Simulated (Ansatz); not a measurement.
The calculation's input:

```
crystal:
  periodic: [false, false, false]
  atoms:
    - {symbol: Zn, position_ang: [-0.541505, -0.822361, -1.011760]}
    - {symbol: Cl, position_ang: [-0.629374, -1.928009, 1.721020]}
    - {symbol: Cl, position_ang: [-1.470054, -2.521735, -1.887846]}
    - {symbol: H, position_ang: [-0.068881, -0.908241, 2.260284]}
    - {symbol: Si, position_ang: [0.496501, 1.198518, -0.393536]}
    - {symbol: H, position_ang: [1.818255, 1.377653, -1.054244]}
    - {symbol: H, position_ang: [0.737385, 1.218768, 1.081090]}
    - {symbol: H, position_ang: [-0.342426, 2.385306, -0.715106]}
basis:
  gaussian: {orbitals: def2-TZVPP}
hamiltonian: {xc: pbe0, dispersion: d4}
output: {orbitals: {seedname: orbitals}}
```

Run with:

```sh
ansatz run in.yaml --threads 8 --pin off --events-out ev --progress --plain --max-ram 19148MiB
```

The product side of a reaction path; geometry: PBE0-D4/def2-TZVP.

Level of theory: RKS PBE0-D4/def2-TZVPP in Ansatz.

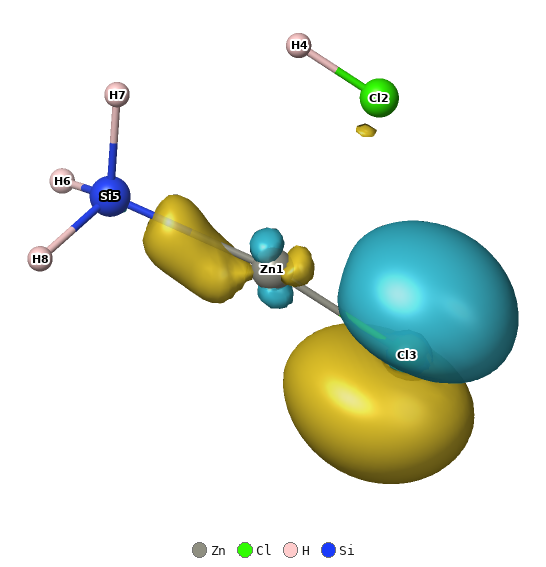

ClH3SiZn···HCl. The HOMO−1 at ±0.1 Å⁻³ᐟ² (yellow and cyan are the two phases), seen at an oblique angle.

> Where does this orbital lie, and at what energy?

Its weight (Hirshfeld) is mainly on Cl3 (about 85 %) and Zn1 (about 10 %); largely a lone pair of Cl3. Its energy is −8.53 eV.
